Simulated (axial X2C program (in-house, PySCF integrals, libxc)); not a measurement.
Relativistic diatomic calculation for TeCr⁻

- system: TeCr⁻, single determinant with M_S = 5/2 and |Λ| = 0.
- method: HF, spin-free X2C-1e, Te dyall-acv3z, Cr dyall-acv3z (cores contracted) (axial X2C program (in-house, PySCF integrals, libxc))

## Input file
```
{"zs": [52, 24], "q": -1, "bas": ["dyall-acv3z", "dyall-acv3z"], "levels": ["PBE0", "HF", "BHandHLYP"], "cc": true, "r0": 2.39, "thr": -1.0, "nmax": 90, "npts": 10, "nst": 2, "ntry": 6}
```

The line is the task of a batch: nuclear charges, charge, bases, the levels to run, a first guess of the distance and further settings. This report covers HF without spin-orbit coupling. The log is that of the reference distance 2.536 Å.

Launched within a batch (the task file carries these settings):
```bash
python <driver script> task.json out
```

## Output
```
spin-free X2C-1e  HF
basis functions 264  fitting functions 1382  grid points 5802
iter        total energy     max residual
   1      -7840.639612055     3.44e-01
   2      -7840.675659233     6.99e-03
   3      -7840.678224883     1.53e-02
   4      -7840.678528585     3.71e-03
   5      -7840.678645137     2.50e-03
   6      -7840.678721613     3.59e-03
   7      -7840.678773797     1.54e-03
   8      -7840.678801784     5.12e-04
   9      -7840.678829983     1.65e-03
  10      -7840.678862961     1.60e-03
  11      -7840.678889601     6.97e-04
  12      -7840.678911607     4.18e-04
  13      -7840.678926913     7.92e-04
  14      -7840.678936624     5.43e-04
  15      -7840.678942526     1.92e-04
  16      -7840.678946486     2.67e-04
  17      -7840.678947867     2.15e-04
  18      -7840.678948208     5.97e-05
  19      -7840.678948262     1.00e-05
  20      -7840.678948270     1.23e-05
  21      -7840.678948271     3.48e-06
  22      -7840.678948271     5.71e-07
converged
one-electron -11305.46841341  Coulomb 3427.53393287  exact exchange -223.15975133  xc functional 0.00000000  nuclear repulsion 260.41528361
correlated 13  virtual 375  natural virtual 89  E(MP2) -0.266954015  MP2 remainder -0.018051895
iter   CCSD correlation   residual
   1     -0.258889004   1.33e-01
   2     -0.266308233   6.12e-02
   3     -0.269301788   3.30e-02
   4     -0.269986450   1.79e-02
   5     -0.270394189   9.77e-03
   6     -0.270504268   5.95e-03
   7     -0.270539638   3.93e-03
   8     -0.270580040   2.67e-03
   9     -0.270564559   1.60e-03
  10     -0.270579477   7.77e-04
  11     -0.270573915   3.42e-04
  12     -0.270577019   1.72e-04
  13     -0.270576985   8.27e-05
  14     -0.270577314   3.93e-05
  15     -0.270577591   1.94e-05
  16     -0.270577655   8.99e-06
  17     -0.270577643   4.59e-06
(T) -0.014406672802710647  T1 0.0565  D1 0.1397  max T2 0.047
```

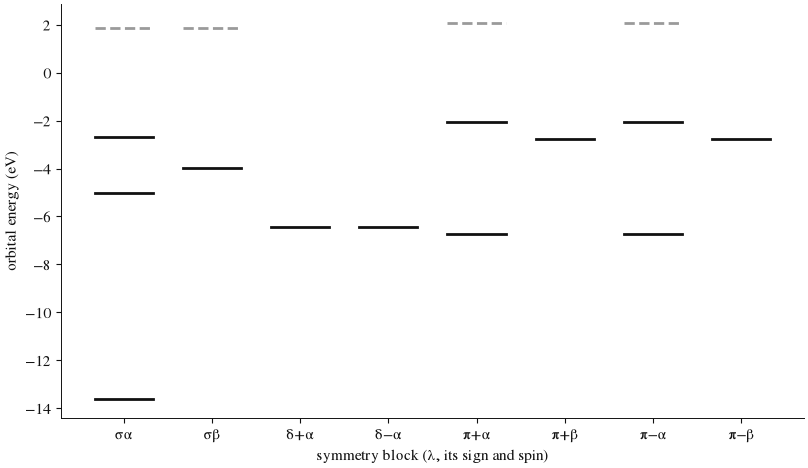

Figure 1. Orbital energies near the frontier at 2.54 Å, filled (solid) and empty (dashed); a label such as π−α means λ = −1 and α spin. The highest filled orbital (π−α; 76 % Te p, 14 % Cr p) lies at −2.06 eV, the lowest empty one (σβ; 84 % Cr p, 14 % Cr s) at 1.86 eV.

## What the run reported

- outcome: not converged in a step after the SCF shown
- largest ⟨S²⟩ along the curve: 9.22
- hardware: 1 thread of AMD EPYC (Zen 3), 128 GiB of memory available, shared host
- wall time: 7.1 s
- peak memory: 0.89 GiB

## Diagnosis

The SCF whose log is shown converged, but a later step did not. The run therefore gave no full result. Hartree–Fock lacks correlation, so it usually binds too weakly.
